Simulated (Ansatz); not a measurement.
## Electronic structure of CH₇ClSi₃ in real space

The calculation's input:

```
crystal:
  periodic: [false, false, false]
  atoms:
    - symbol: C
      position_ang: [2.079821, 1.932020, -0.408890]
    - symbol: Cl
      position_ang: [1.145505, -1.161605, -0.646250]
    - symbol: Si
      position_ang: [1.332153, 0.510370, 0.605020]
    - symbol: Si
      position_ang: [0.454585, 2.601756, -1.182663]
    - symbol: Si
      position_ang: [-0.749226, 1.623347, 0.614308]
    - symbol: H
      position_ang: [2.090570, 0.082760, 1.814917]
    - symbol: H
      position_ang: [2.888838, 1.661570, -1.104746]
    - symbol: H
      position_ang: [2.470528, 2.690875, 0.294146]
    - symbol: H
      position_ang: [0.421974, 4.083716, -1.356749]
    - symbol: H
      position_ang: [0.161740, 1.946162, -2.488585]
    - symbol: H
      position_ang: [-0.919191, 2.563729, 1.763830]
    - symbol: H
      position_ang: [-2.001987, 0.849092, 0.394251]
basis:
  gaussian:
    orbitals: def2-SVPD
hamiltonian:
  xc: {name: PBE0}
output:
  forces: true
  orbitals: {seedname: orbitals}
```

Launched as:

```sh
ansatz run input.yaml --threads 2 --pin off --max-ram 4350MiB --events-out events.jsonl --progress --plain --runs-dir runs
```

Geometry: B3LYP-D3(BJ)/def2-SVP.

These are results of isolated molecule in a Gaussian basis; Kohn-Sham density functional theory, functional PBE0 (Ansatz), not measurements.

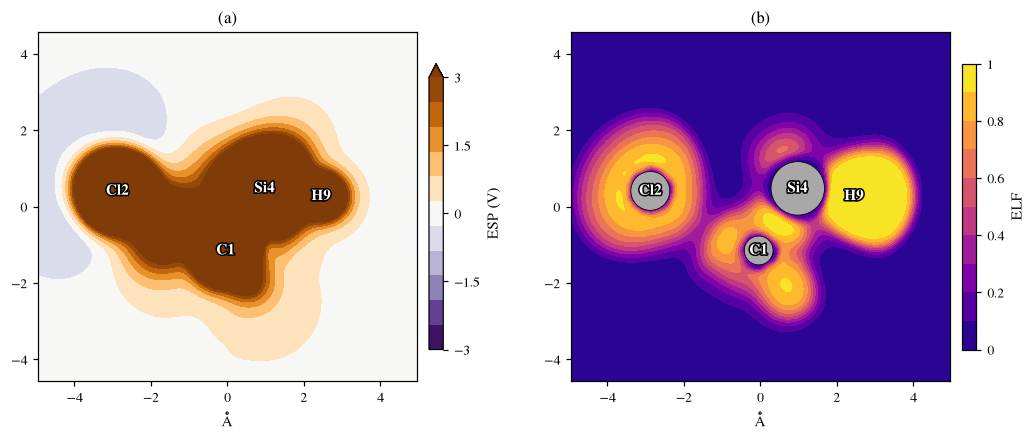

Figure 1. (a) electrostatic potential; (b) ELF on the plane of atoms C1, Si4 and H9. Grey discs cover the atomic cores in the ELF map.

Describe what can be read from this map.

The plane passes through C, Cl, Si and H nuclei.
C–Si (1.92 Å): the ELF peaks at about 0.95 between the atoms; localised, covalent bonding.
Si–H (1.49 Å): the ELF climbs to about 1 towards the hydrogen, as it does in any bond to H.
The ELF also peaks beside Cl2, away from the bonds: lone-pair regions.
Outside the dense part of the molecule the potential is most negative (−0.6 V) near Cl2.

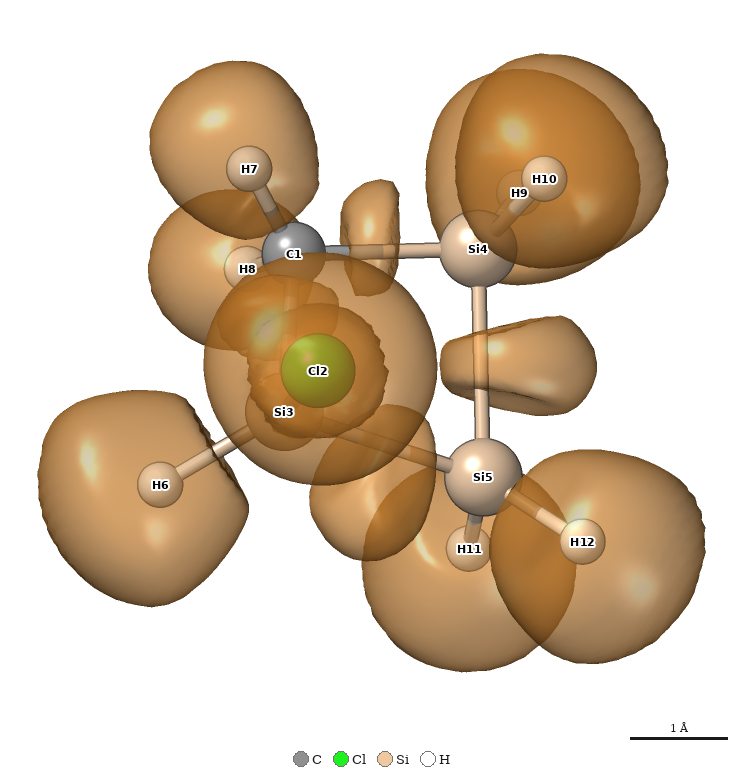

Figure 2. Isosurface of the ELF at 0.8 (orange), seen at a tilt. Core shells and regions of very low density are left out.

Identify the bonds, lone pairs and shells in this picture.

The surface consists of two regions between bonded C–Si atoms (shared pairs), two regions between bonded Si–Si atoms (shared pairs), seven regions around hydrogen nuclei and one region on Cl in which the atom's valence shell and bonds are merged. Profiles from the grid: C–Si (1.90 Å): the ELF peaks at about 0.95 between the atoms, as expected for localised, covalent bonding. Si–Cl (2.10 Å): the ELF peaks at about 0.90 between the atoms, as expected for a shared but strongly polarised pair.

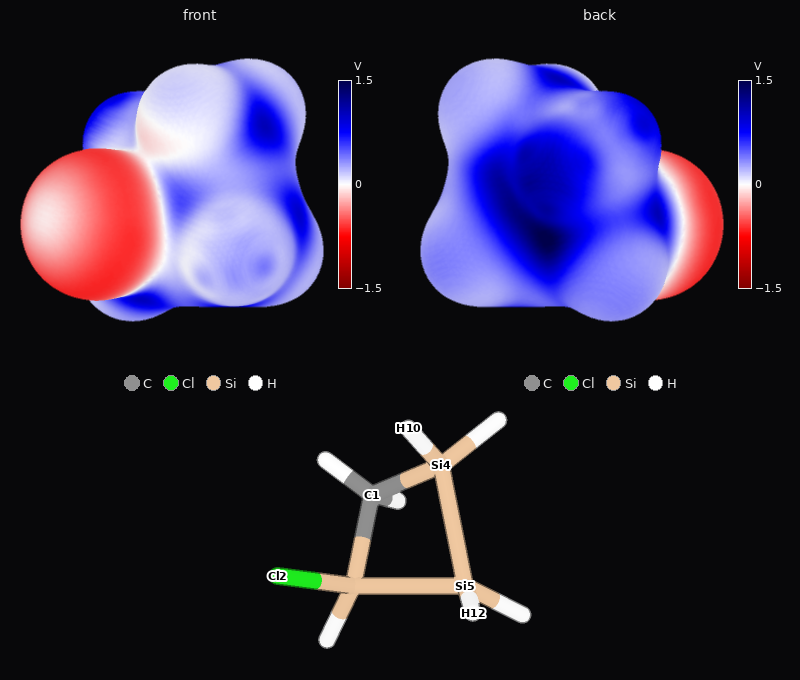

Figure 3. The electrostatic potential painted on the density surface at 0.002 e/bohr³, seen from the front and from behind; red is negative and blue positive. The bare structure is drawn below in the same view.

Describe the electrostatic potential map.

The most negative region (about −0.6 V) lies over Cl2, the most positive (about +1.4 V) over Si3.

What dipole moment does the calculation give?

Its dipole moment is 1.92 D.
